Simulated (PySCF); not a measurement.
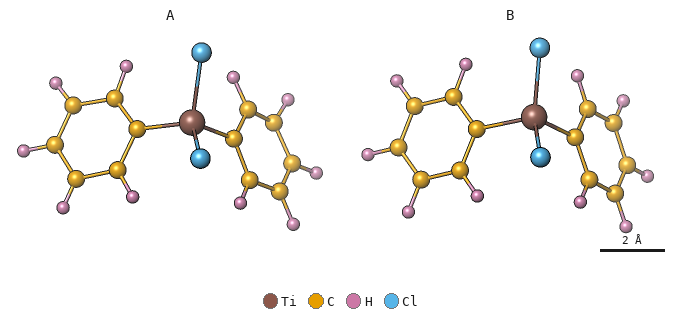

Two geometries of C12H10Cl2Ti, drawn at one scale. One is the start of a relaxation, the other its converged end. A ball-and-stick model, seen at a tilt.

Method: PBE0-D3(BJ)/def2-SVP geometry optimisation, gas phase in PySCF 2.14.0, density-fitted response routines. 

Q: Which geometry has the lower energy?

A: Structure B is the relaxed one. The start comes from GFN2-xTB. Its atoms were then displaced at random by about 0.03 Å. The largest moves after the best rigid fit, 0.31 Å, are those of H atoms. Largest moves by element: H 0.31 Å, Cl 0.22 Å, C 0.21 Å, Ti 0.20 Å. Among the contacts that change: C–Ti 1.888 → 2.016 Å, C–H 1.004 → 1.093 Å, Cl–Ti 2.268 → 2.197 Å, Cl–Ti 2.125 → 2.194 Å. Among the angles between lasting bonds that change: Cl–Ti–Cl 109.0° → 118.4°, Ti–C–C 126.5° → 121.3°, C–C–H 114.5° → 119.4°. Over 13 geometry steps the energy falls by 1.205 eV. Cost: 7.5 min on 2 threads of Intel(R) Xeon(R) 6975P-C, on a shared host.
